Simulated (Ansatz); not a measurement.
# O2 (oxygen): UPBE0/STO-3G

What is the vertical electron affinity of O2 (oxygen) at UPBE0/STO-3G? 

Program for the calculation: Ansatz 0.2.0.

39 further runs of the same task are left out: 15 that didn't finish, 24 set aside as unsound or not needed.

## (1) Starting point

The species is O2 (2 atoms), meant as a triplet with charge 0. SMILES: `O=O`. Geometry: relaxed at GFN2-xTB.

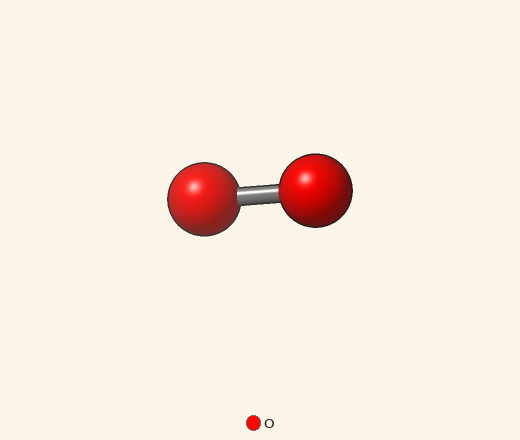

Viewed from a chosen angle; oxygen red.

## (2) The energy at UPBE0/STO-3G

molecule.yaml

```yaml
crystal:
  periodic: [false, false, false]
  atoms:
    - {symbol: O, position_ang: [0.516930, -0.167240, 0.266250]}
    - {symbol: O, position_ang: [-0.516930, 0.167240, -0.266250]}
basis:
  gaussian: {orbitals: STO-3G}
accuracy: high
hamiltonian: {xc: pbe0}
magnetization: {spin_polarized: true, initial_magnetization: 2}
```

Launch:

```sh
ansatz run molecule.yaml --threads 1 --pin off --max-ram 2610MiB --events-out events.jsonl --progress --plain --runs-dir runs
```

The log of the run:

```text
Warning: RAYON_NUM_THREADS=1 ignored (pool sized by the plan → 1); use --threads N
Functional definition: PBE0
  name "PBE0"
  parameter a = 0.25
  parameter kappa = 0.804
  parameter beta = 0.06672455060314922
  exchange = (1 - a)*pbe_x(kappa = kappa, mu = beta*pi^2/3) + a*exact_x
  correlation = pbe_c(beta = beta)
149 factors; integrals over basis functions are off by at most 3.4e-8 eV
mean field evaluation 1: about -4031.2737 eV, gradient 5.1e0 eV
mean field evaluation 2: about -4031.4433 eV, gradient 3.9e-1 eV
mean field evaluation 4: about -4031.4522 eV, gradient 1.5e-1 eV
mean field evaluation 8: about -4031.4523 eV, gradient 7.4e-5 eV
mean field -4031.45234208 eV, -148.1531409551 hartree, gradient 7.0e-9 eV, S^2 2.000871; 0 other end points of the search recorded, 0 dependent functions left out
reference -4031.45234253 eV, -148.1531409713 hartree; 9, 7 occupied and 1, 3 virtual orbitals, 149 factors
Total energy: -4031.45234253 eV, -148.1531409713 hartree
```

It took 0.61 s on 1 thread of Arm Neoverse V1, shared host; peak memory 0.088 GiB.

## (3) The doublet anion at the same level

in.yaml

```yaml
crystal:
  periodic: [false, false, false]
  atoms:
    - {symbol: O, position_ang: [0.516930, -0.167240, 0.266250]}
    - {symbol: O, position_ang: [-0.516930, 0.167240, -0.266250]}
basis:
  gaussian: {orbitals: STO-3G}
total_charge: -1
hamiltonian: {xc: pbe0}
magnetization: {spin_polarized: true, initial_magnetization: 1}
accuracy: high
```

Launch:

```sh
ansatz run in.yaml --threads 1 --pin off --max-ram 2610MiB --events-out events.jsonl --progress --plain --runs-dir runs
```

The log of the run, cut to the lines that bear on the results:

```text
Warning: RAYON_NUM_THREADS=1 ignored (pool sized by the plan → 1); use --threads N
[... 7 set-up lines as earlier in the session ...]
149 factors; integrals over basis functions are off by at most 3.4e-8 eV
mean field evaluation 1: about -4023.9208 eV, gradient 5.6e0 eV
mean field evaluation 2: about -4024.1143 eV, gradient 3.5e-1 eV
mean field evaluation 4: about -4024.1331 eV, gradient 9.9e-2 eV
mean field evaluation 8: about -4024.1332 eV, gradient 1.2e-5 eV
mean field -4024.13320384 eV, -147.8841675857 hartree, gradient 3.0e-9 eV, S^2 0.750198; 0 other end points of the search recorded, 0 dependent functions left out
reference -4024.13320429 eV, -147.8841676023 hartree; 9, 8 occupied and 1, 2 virtual orbitals, 149 factors
Total energy: -4024.13320429 eV, -147.8841676023 hartree
```

Run time: 0.54 s. Hardware: 1 thread of Arm Neoverse V1, shared host; peak memory 0.088 GiB.

## (4) Outcome

Level: UPBE0/STO-3G.

| quantity | value |
| --- | --- |
| triplet O2: total energy | -148.15314 Eh |
| triplet O2: ⟨S²⟩ | 2.001 |
| doublet anion: total energy | -147.88417 Eh |
| doublet anion: ⟨S²⟩ | 0.750 |
| vertical electron affinity (to the doublet anion) | -7.319 eV |

The anion lies 7.32 eV (706 kJ/mol) above the neutral: the electron isn't bound at this level, and such a value depends on the basis. Without diffuse functions anions come out too high. In a minimal basis such a difference can be off by several eV, whatever the method.
